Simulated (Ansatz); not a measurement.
BH2 (SMILES [BH2]) (doublet)

```
atom    x (Å)    y (Å)    z (Å)
   B   0.2686  -0.1699   0.1315
   H   0.2940   1.0242   0.2729
   H  -0.5626  -0.8543  -0.4044
```

Level of theory: Ansatz 0.2.0, UKS B3LYP-D4/def2-SVP.

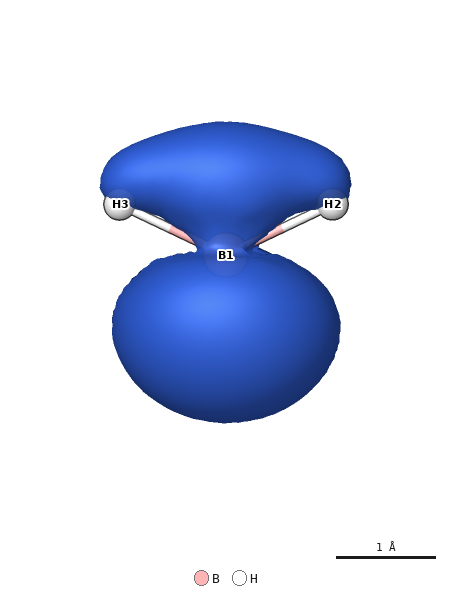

Figure 1. Isosurfaces of the spin density (α minus β) at +0.03 (blue) and −0.03 e/Å³ (red), seen across its widest extent.

**Describe the spin distribution.**

The unpaired spin (1 electron) lies mostly on B1 (about 0.9), in electrons by Hirshfeld's partition. Only one sign reaches the isovalue.

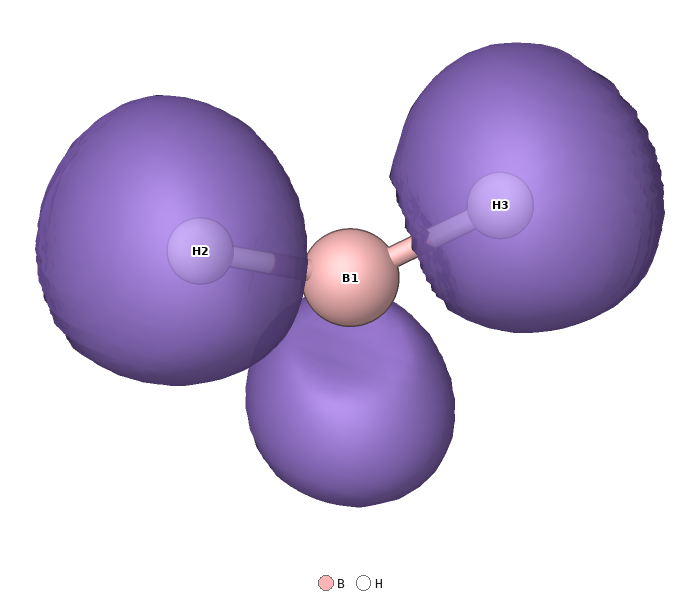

Figure 2. Isosurface of the electron localisation function at 0.9 (purple), seen at an oblique angle. Core shells and regions of very low density are left out.

**Describe the localisation domains.**

The ELF exceeds this value in two regions around hydrogen nuclei and one lobe on B, pointing away from the bonds (non-bonding electrons). Along the contacts the grid gives the following. B–H (1.20 Å): the ELF climbs to about 1 towards the hydrogen, as it does in any bond to H (an ordinary covalent bond to hydrogen).

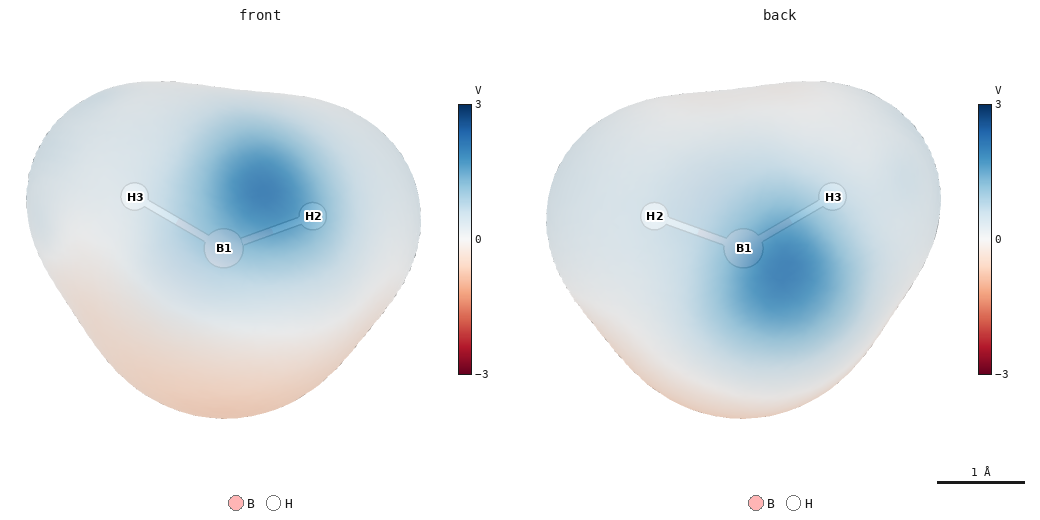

Figure 3. The electrostatic potential painted on the density surface at 0.002 e/bohr³, seen from the front and from behind; red is negative and blue positive.

**Describe the electrostatic potential map.**

The most negative region (about −0.7 V) lies over H2, the most positive (about +2.1 V) over B1.
